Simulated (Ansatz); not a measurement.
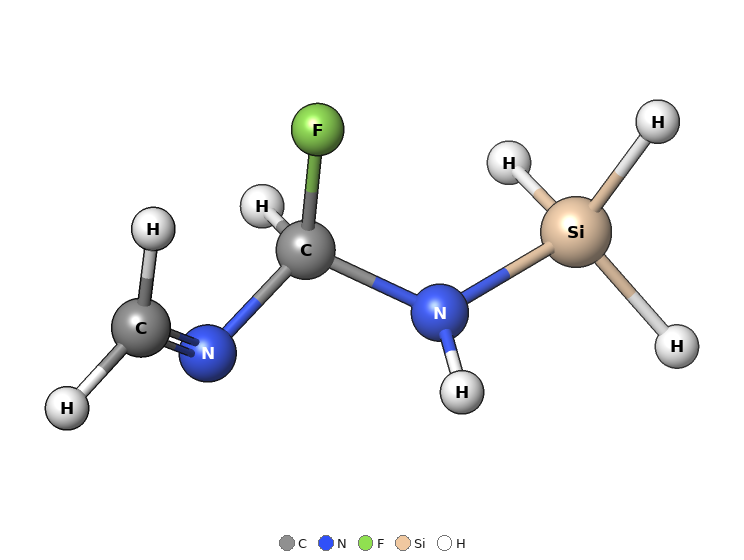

Starting geometry of the run.

Input file:

```yaml
crystal:
  periodic: [false, false, false]
  atoms:
    - {symbol: C, position_ang: [-1.442011, -1.625710, 1.527658]}
    - {symbol: N, position_ang: [-0.913704, -1.442427, 0.399245]}
    - {symbol: C, position_ang: [-0.592139, -0.115785, -0.017516]}
    - {symbol: F, position_ang: [-0.886427, 0.841421, 0.980337]}
    - {symbol: N, position_ang: [0.755472, -0.039588, -0.398808]}
    - {symbol: Si, position_ang: [1.442455, 1.302090, -1.246799]}
    - {symbol: H, position_ang: [-1.676316, -2.646914, 1.824642]}
    - {symbol: H, position_ang: [-1.678767, -0.818108, 2.223155]}
    - {symbol: H, position_ang: [-1.249369, 0.157708, -0.850324]}
    - {symbol: H, position_ang: [1.349685, -0.670978, 0.115941]}
    - {symbol: H, position_ang: [2.703500, 0.828495, -1.870135]}
    - {symbol: H, position_ang: [0.452246, 1.712228, -2.275155]}
    - {symbol: H, position_ang: [1.755776, 2.482765, -0.397442]}
basis:
  gaussian: {orbitals: def2-TZVPP}
hamiltonian: {xc: pbe0, dispersion: d4}
output: {orbitals: {seedname: orbitals}}
```

It was started with:

```sh
ansatz run in.yaml --threads 2 --pin off --events-out ev --progress --plain --max-ram 22528MiB --backend cuda --devices 0, --max-vram 18GiB
```

What the program printed:

```
Functional definition: PBE0
  name "PBE0"
  cite "Adamo & Barone, J. Chem. Phys. 110, 6158 (1999) doi:10.1063/1.478522"
  cite "Perdew, Burke & Ernzerhof, Phys. Rev. Lett. 77, 3865 (1996) doi:10.1103/PhysRevLett.77.3865"
  parent pbe
  parameter a = 0.25
  parameter kappa = 0.804
  parameter beta = 0.06672455060314922
  exchange = (1 - a)*pbe_x(kappa = kappa, mu = beta*pi^2/3) + a*exact_x
  correlation = pbe_c(beta = beta)
1530 factors; their error is unknown
mean field evaluation 1: about -15746.3687 eV, gradient 6.2e1 eV
mean field evaluation 2: about -15739.4921 eV, gradient 8.2e1 eV
mean field evaluation 4: about -15753.6864 eV, gradient 6.1e0 eV
mean field evaluation 8: about -15753.7527 eV, gradient 1.4e-1 eV
mean field evaluation 16: about -15753.7810 eV, gradient 3.9e-4 eV
mean field -15753.78098555 eV, -578.9407729228 hartree, gradient 4.9e-5 eV, S^2 0.000000; 0 other end points of the search recorded, 0 dependent functions left out
reference -15753.78102041 eV, -578.9407742036 hartree; 28, 28 occupied and 267, 267 virtual orbitals, 1530 factors
Total energy: -15754.00871580 eV, -578.9491418549 hartree
```
